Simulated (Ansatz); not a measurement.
Band structure of SrAlGe (P-6m2, 3 atoms in the cell).

```xyz
3
Lattice="4.3773 0.0000 0.0000 -2.1886 3.7908 0.0000 0.0000 0.0000 4.8689" Properties=species:S:1:pos:R:3 pbc="T T T"
Sr     0.0000     0.0000     0.0000
Al     2.1886     1.2636     2.4344
Ge     0.0000     2.5272     2.4344
```

Method: PBEsol, PAW files made with PBE (plane waves; Ansatz, a program for electronic structure).

Settings: basis.ecutwfc = 420 eV; kpoints.mp_grid.grid = 9 9 7; hamiltonian.xc = pbesol; hamiltonian.pseudopotentials = {kind: paw} (an earlier, softer set of the program's PAW files); scf.occupations.method = gaussian; scf.occupations.width = 0.2 eV; kpoints.band_path.npoints = 8.

The starting cell comes from a database of computed structures (which also holds hypothetical and non-ambient phases and stackings), without a prior relaxation at this level. Its lattice was rescaled by a random factor within 2.5 % of one.

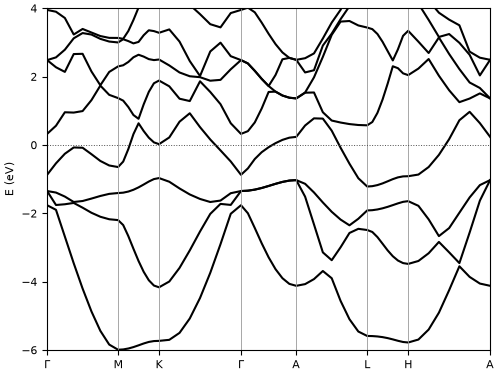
Figure: Bands along the path, energies from the Fermi level.

Levels in eV from the Fermi level, bands 11 to 17:
```json
[
 {"point": "Γ", "11": "-1.76", "12": "-1.35", "13": "-1.35", "14": "-0.87", "15": "0.32", "16": "2.48", "17": "2.48"},
 {"point": "M", "11": "-5.99", "12": "-2.20", "13": "-1.41", "14": "-0.65", "15": "1.37", "16": "2.30", "17": "3.00"},
 {"point": "K", "11": "-5.73", "12": "-4.17", "13": "-0.97", "14": "0.02", "15": "1.88", "16": "2.50", "17": "3.28"},
 {"point": "A", "11": "-4.12", "12": "-1.03", "13": "-1.03", "14": "0.24", "15": "1.36", "16": "1.36", "17": "2.49"},
 {"point": "L", "11": "-5.59", "12": "-2.49", "13": "-1.92", "14": "-1.22", "15": "0.57", "16": "3.43", "17": "4.78"},
 {"point": "H", "11": "-5.78", "12": "-3.48", "13": "-1.64", "14": "-0.92", "15": "2.04", "16": "3.34", "17": "4.32"}
]
```

Bands cross the Fermi level along this path, so the cell is metallic at this level.

Keys are those of Ansatz 0.2.
